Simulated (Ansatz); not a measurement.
Hypothetical P6/mmm Rb3As: response to strain

The reference is Rb$_{3}$As (space group P6/mmm, No. 191; a hypothetical phase, not in the database extracts checked).

```
CELL_PARAMETERS angstrom
      6.18618     0.00000     0.00000
     -3.09309     5.35739     0.00000
      0.00000     0.00000     6.76787
ATOMIC_POSITIONS crystal
  Rb 0.00000 0.00000 0.50000
  Rb 0.33333 0.66667 0.00000
  Rb 0.66667 0.33333 0.00000
  As 0.00000 0.00000 0.00000
```

Strains are applied to the cell and any free atomic positions relax.

Calculations: Ansatz (a quantum-chemistry and plane-wave program) PBEsol, no spin-orbit coupling.

Notes on the quantities. energy relative to the base: free energy F.

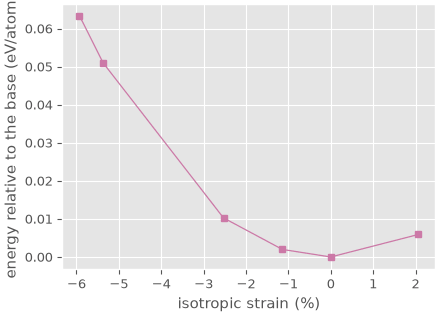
Figure: Energy relative to the base against isotropic strain

**Question.** From the plot, what is the energy relative to the base for isotropic strain −5.37 %?

**Answer.** About 0.051 eV/atom.

**Question.** Is the trend monotonic over the range shown?

**Answer.** No, it turns within the range, spanning 0 meV/atom to +63 meV/atom.

No phonon test of stability was made. The final runs are not spin-polarised.
